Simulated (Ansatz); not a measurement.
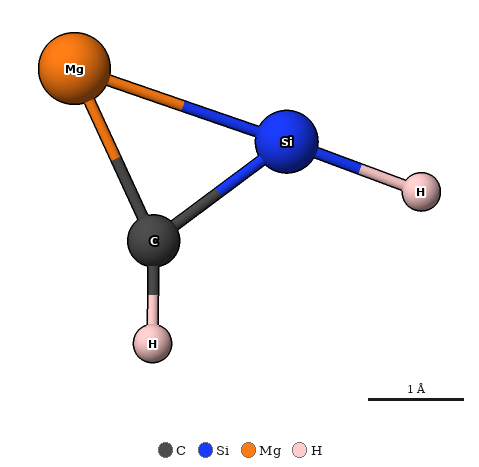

Fig. 1: The structure (ball-and-stick view, seen on its broad side). Sticks mark near contacts. Bond lengths as drawn: C–H 1.09 Å, C–Mg 2.00 Å, C–Si 1.77 Å, H–Si 1.52 Å and Mg–Si 2.37 Å.

# Single-point calculation of CH2MgSi

- system: CH2MgSi
- method: RKS PBE0-D4/def2-TZVPP (Ansatz 0.2.0)

The geometry comes from this level: PBE0-D4/def2-TZVP.

Output
```
Functional definition: PBE0
  name "PBE0"
  cite "Adamo & Barone, J. Chem. Phys. 110, 6158 (1999) doi:10.1063/1.478522"
  cite "Perdew, Burke & Ernzerhof, Phys. Rev. Lett. 77, 3865 (1996) doi:10.1103/PhysRevLett.77.3865"
  parent pbe
  parameter a = 0.25
  parameter kappa = 0.804
  parameter beta = 0.06672455060314922
  exchange = (1 - a)*pbe_x(kappa = kappa, mu = beta*pi^2/3) + a*exact_x
  correlation = pbe_c(beta = beta)
877 factors; their error is unknown
mean field evaluation 1: about -14367.1211 eV, gradient 7.2e1 eV
mean field evaluation 2: about -14303.5053 eV, gradient 1.2e2 eV
mean field evaluation 4: about -14380.9960 eV, gradient 7.7e0 eV
mean field evaluation 8: about -14381.1793 eV, gradient 1.3e-1 eV
mean field evaluation 16: about -14381.2185 eV, gradient 3.5e-4 eV
mean field -14381.21845957 eV, -528.5000304492 hartree, gradient 2.2e-5 eV, S^2 0.000000; 0 other end points of the search recorded, 0 dependent functions left out
reference -14381.21848887 eV, -528.5000315261 hartree; 17, 17 occupied and 116, 116 virtual orbitals, 877 factors
Total energy: -14381.30687434 eV, -528.5032796320 hartree
```

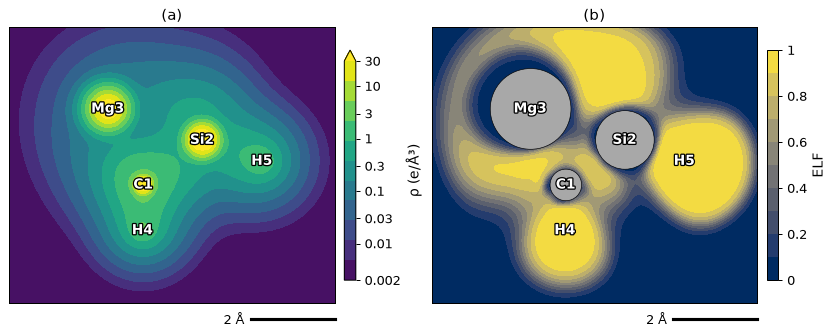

Fig. 2: (a) total electron density; (b) electron localisation function on the molecular plane. Grey discs, where drawn, cover atomic cores. C–Si (1.77 Å): ρ is about 1 e/Å³ halfway; the ELF peaks at about 0.90 between the atoms, as expected for localised, shared-pair bonding. C–Mg (2.00 Å): ρ is about 0.49 e/Å³ halfway; the ELF peaks at about 0.85 in the valence shell of C, 0.7 Å from its nucleus, and is about 0.50 at the midpoint. Mg–Si (2.37 Å): ρ is about 0.29 e/Å³ halfway; the ELF is about 0.30 at the midpoint. C–H (1.09 Å): ρ is about 2 e/Å³ halfway; the ELF climbs to about 1 towards the hydrogen, as it does in any bond to H (a covalent bond by its length). Si–H (1.52 Å): ρ at the midpoint is about 0.76 e/Å³; the ELF climbs to about 1 towards the hydrogen.

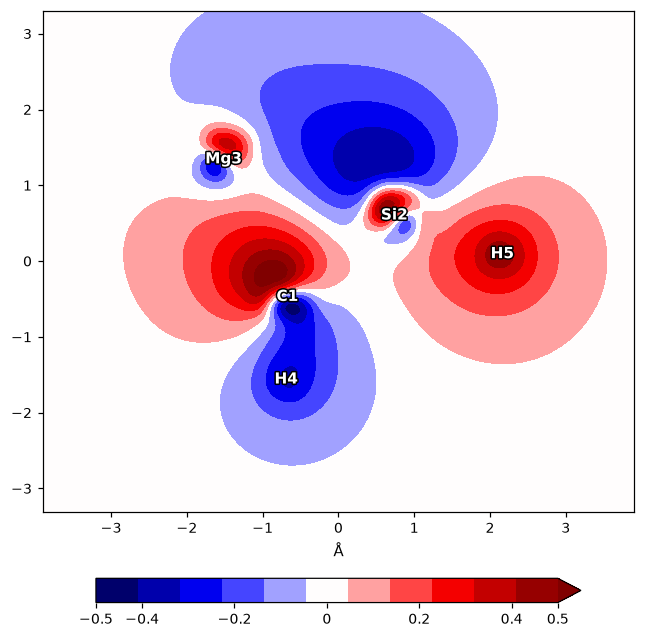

Fig. 3: One frontier orbital on the molecular plane (values in Å⁻³ᐟ²; the overall sign is arbitrary). The HOMO, at −5.74 eV. Its weight (Hirshfeld) is mainly on Si2 (45 %), C1 (20 %), Mg3 (20 %) and H5 (10 %); it is symmetric in the molecular plane (σ or in-plane lone-pair type).

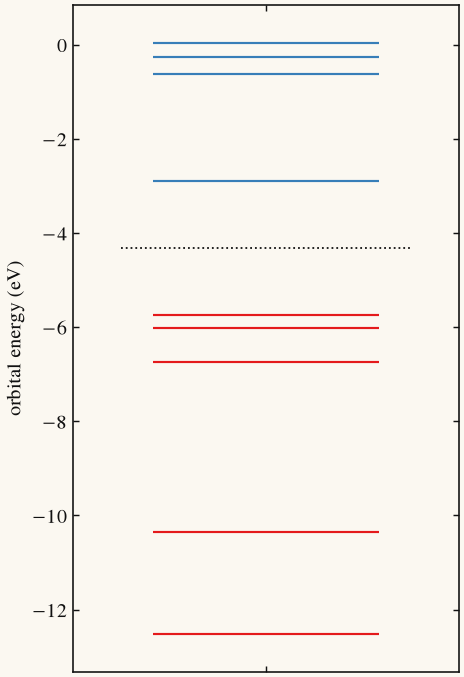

Fig. 4: Orbital energies near the frontier; the dotted line parts filled from empty levels, and levels within 0.02 eV of each other stand side by side. Highest filled −5.74 eV, lowest empty −2.91 eV, 2.83 eV apart.

The run was set up as follows.

The input
```yaml
crystal:
  periodic: [false, false, false]
  atoms:
    - {symbol: C, position_ang: [-0.533616, -0.622030, -0.115436]}
    - {symbol: Si, position_ang: [0.657531, 0.661763, 0.163638]}
    - {symbol: Mg, position_ang: [0.964255, -1.609530, 0.770145]}
    - {symbol: H, position_ang: [-1.515550, -0.535676, -0.580650]}
    - {symbol: H, position_ang: [0.427380, 2.105475, -0.237697]}
basis:
  gaussian: {orbitals: def2-TZVPP}
hamiltonian: {xc: pbe0, dispersion: d4}
output: {orbitals: {seedname: orbitals}}
```

Launch command:
```bash
ansatz run in.yaml --threads 2 --pin off --events-out ev --progress --plain --max-ram 4352MiB
```

Results in brief

- outcome: converged
- total energy: −14381.3069 eV
- mean-field energy: −14381.2185 eV
- dispersion energy: −0.0884 eV
- SCF solution under orbital rotations: stable
- HOMO: −5.74 eV
- LUMO: −2.91 eV
- hardware: 2 threads of Arm Neoverse V2, 23 GiB of memory available, shared host
- wall time: 1.6 s (CPU time 2.9 s)
- peak memory: 0.22 GiB
